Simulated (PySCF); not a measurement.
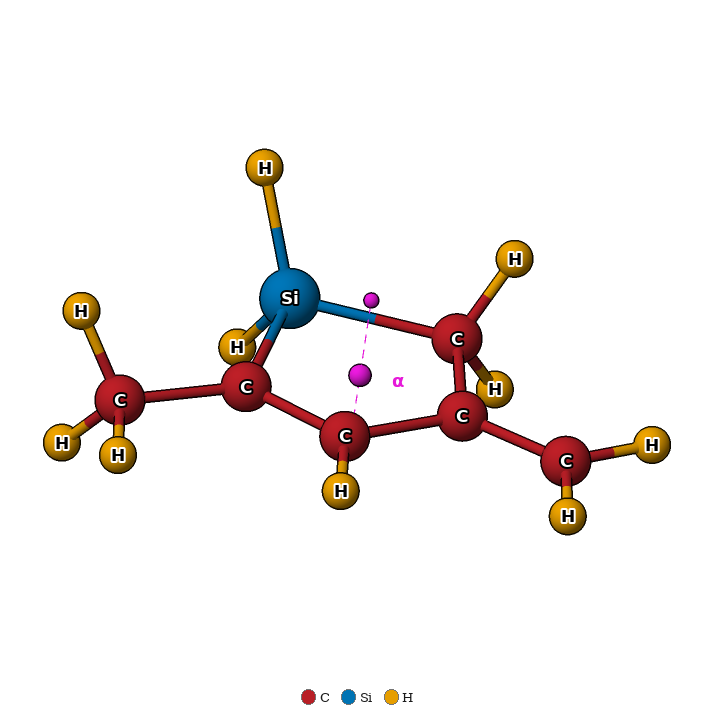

The small points mark where nucleus-independent chemical shifts (NICS) were computed: at the centre of each lettered ring and 1 Å above and below it. The geometry was computed by an optimisation with GFN2-xTB. No frequency run is at hand to confirm it as a minimum. Properties computed with GIAO PBE0/pcSseg-1 NMR shielding, non-relativistic, gas phase (PySCF 2.14.0).

Give NICS(0), NICS(1) and the out-of-plane component NICS(1)zz for each ring (means of the two sides).

| ring | members | NICS(0) | NICS(1) | NICS(1)zz |
| --- | --- | --- | --- | --- |
| α | C4Si | −0.7 | −3.4 | −1.9 |

Values in ppm.

What do the values say about the ring currents?

Answer. Ring α: weak, as in a non-aromatic ring. NICS is one index among several.

The geometry is semi-empirical. Around Si such bond lengths and angles can be off by a tenth of an ångström or more and by several degrees, and values that hang on the shape move with them.
